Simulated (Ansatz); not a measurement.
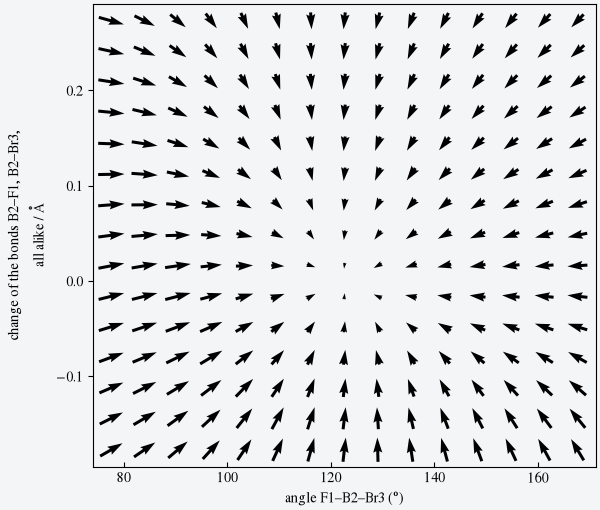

BBrF, SMILES F[B]Br, spin multiplicity 2. First axis: angle F1–B2–Br3. Second axis: change of the bonds B2–F1, B2–Br3, all alike. Nothing is relaxed (all other coordinates rigid). The grid has 15 × 15 points. Points are written as (first, second). The calculation used UKS wB97X-V/def2-SVP (Ansatz 0.2.0).

In the figure: arrows along the force (downhill), their lengths compressed.

> The arrows alone are given. Where is the energy lowest?

The arrows converge at about (123°, 0.000 Å) (read from the interpolated surface).

The energy map of the same scan:

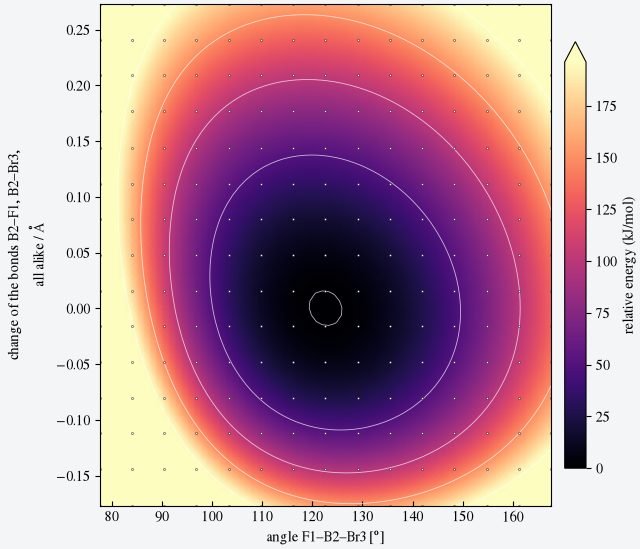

Energies are in kJ/mol, from the lowest grid point; between grid points the surface is interpolated.
